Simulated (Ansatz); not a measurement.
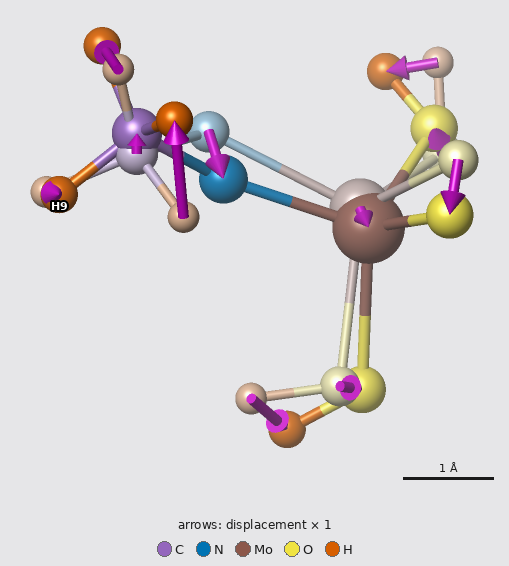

A relaxation of CH5MoNO3 (coarse preliminary run). The starting structure is drawn faded, the final one solid; purple arrows show the displacements, at their true length. The two geometries are superimposed by the best rigid fit.

Style: ball-and-stick. Shown at a tilt.

The start comes from a force field.

Theory: RKS PBE-D4/def2-SVP in Ansatz. Set-up: force threshold 0.03 eV/Å; at most 200 steps.

What did the optimiser do to the structure, and how much energy did it gain?

Answer. The atom that moves furthest after the best rigid fit is an H atom (1.17 Å). By element the largest moves are H 1.17 Å, O 0.64 Å, N 0.63 Å, Mo 0.27 Å, C 0.23 Å. Some distances before and after: H–Mo 2.800 → 3.367 Å, Mo–O 1.894 → 1.704 Å, Mo–N 1.914 → 1.747 Å, Mo–O 2.037 → 1.901 Å. Bond angles that change, for instance: C–N–Mo 119.2° → 150.3°, Mo–O–H 104.1° → 122.0°, H–C–H 114.2° → 108.3°. Groups turn about Mo–O by about 60°, Mo–N by about 60°. After 12 geometry steps the energy has fallen by 2.391 eV. The largest force component goes from 5 to 0.019 eV/Å.
